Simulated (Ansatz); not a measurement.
# Calculations on C2H12N2Si2

**1. Relaxation**

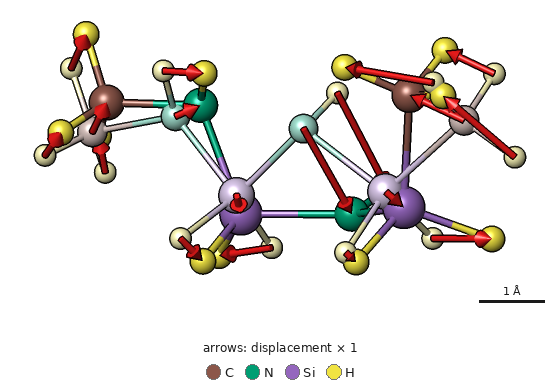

A relaxation of C$_{2}$H$_{12}$N$_{2}$Si$_{2}$. The starting structure is drawn faded, the final one solid; red arrows show the displacements, at their true length. The two geometries are superimposed by the best rigid fit.

A ball-and-stick model, seen at a tilt.

The run prepares an end point of a later path (torsion) calculation, from a guessed geometry.

Theory: Ansatz 0.2.0, RKS PBE/STO-3G. Settings: no spin polarisation; force threshold 0.015 eV/Å; at most 40 steps.

Q: What did the optimiser do to the structure, and how much energy did it gain?

A: An H atom moves most after the best rigid fit: 1.91 Å. By element the largest moves are H 1.91 Å, N 1.76 Å, C 0.95 Å, Si 0.48 Å. Near-neighbour distances that change, for instance: Si–Si 2.739 → 3.114 Å, C–H 1.025 → 1.120 Å, N–Si 1.651 → 1.741 Å, N–Si 1.716 → 1.805 Å. Among the angles between lasting bonds that change: Si–N–Si 107.1° → 126.2°, N–Si–N 95.5° → 111.0°, C–N–Si 124.8° → 112.8°. After 24 accepted moves (25 points after the start) the energy has fallen by 32.6 kcal/mol. The largest force component goes from 4.4 to 0.011 eV/Å. The line search rejected the trial step at point 8 of the run. The run took 80 s on 1 thread of Intel(R) Xeon(R) Platinum 8488C (Sapphire Rapids), on a shared host, peak memory 0.16 GiB.

Limits of the set-up: STO-3G is a minimal basis, so the numbers are rough.

**2. Relaxation**

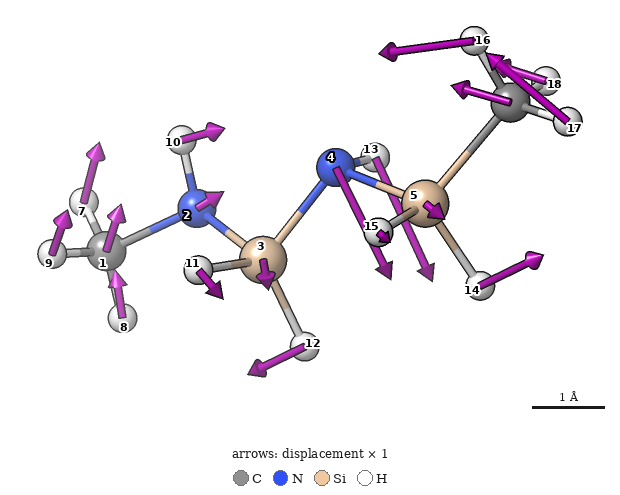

A relaxation of C2H12N2Si2. The starting structure is drawn; purple arrows show the displacements, at their true length. The two geometries are superimposed by the best rigid fit.

Style: ball-and-stick. Shown at a tilt.

The run prepares an end point of a later path (torsion) calculation, from a guessed geometry.

All numbers below come from Ansatz 0.2.0, RKS PBE/STO-3G. Set-up: no spin polarisation; force threshold 0.015 eV/Å; at most 40 steps.

What happened in the run?

The largest move after the best rigid fit is that of an H atom, 1.92 Å. By element the largest moves are H 1.92 Å, N 1.76 Å, C 0.95 Å, Si 0.48 Å. Among the contacts that change: Si–Si 2.739 → 3.114 Å, C–H 1.025 → 1.120 Å, N–Si 1.651 → 1.741 Å, N–Si 1.716 → 1.804 Å. Among the angles between lasting bonds that change: Si–N–Si 107.1° → 126.1°, N–Si–N 95.5° → 111.0°, C–N–Si 124.8° → 113.0°. The energy falls by 136.2 kJ/mol in 25 accepted moves (27 points after the start). Largest force component: 4.4 eV/Å at the start, 0.014 eV/Å at the end. The line search rejected the trial steps at points 8, 9 of the run.

Limits of the set-up: STO-3G is a minimal basis, so the numbers are rough.

**3. Path**

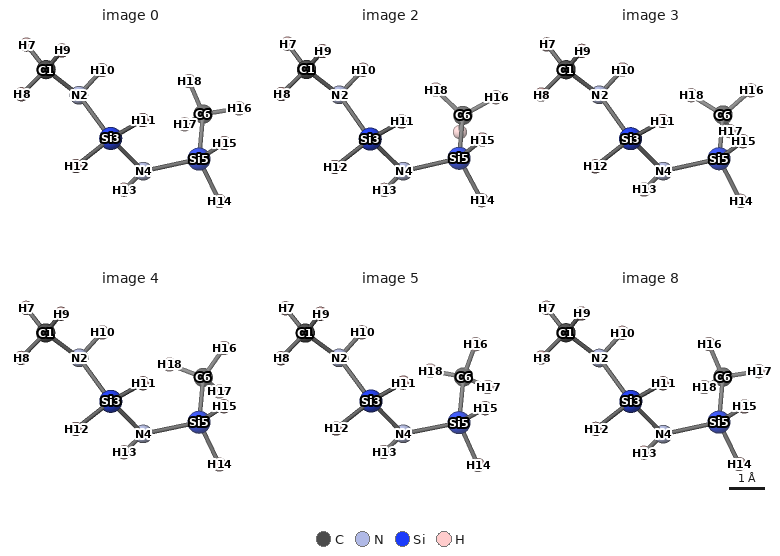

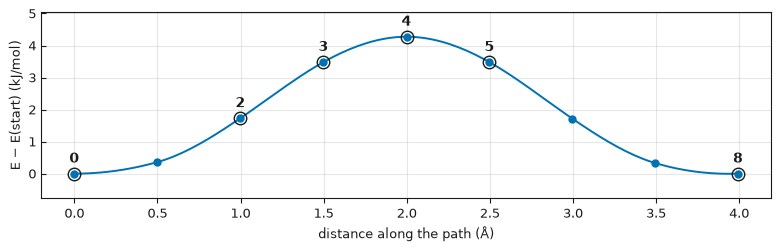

NEB run on C2H12N2Si2. Images are numbered from 0 (start) to 8 (end). The picture is a ball-and-stick view, seen at a tilt.

Theory: RKS PBE/STO-3G (Ansatz 0.2.0). Set-up: 7 movable images; climbing image; force threshold 0.05 eV/Å; iteration limit 60; starting path through a guess of the saddle point.

**Read off the barrier and say what moves.**

The motion is a rotation about the Si5–C6 bond by about 120°. No bond forms or breaks between the ends. The barrier is about 4.27 kJ/mol in both directions, with image 4 at the top; the ends have the same energy. The band converged in 32 iterations, with a climbing image at the top. At the top, the vibrational analysis gives one imaginary mode (133i cm⁻¹), as a transition state must have.

Limits of the set-up: STO-3G is a minimal basis, so the numbers are rough.
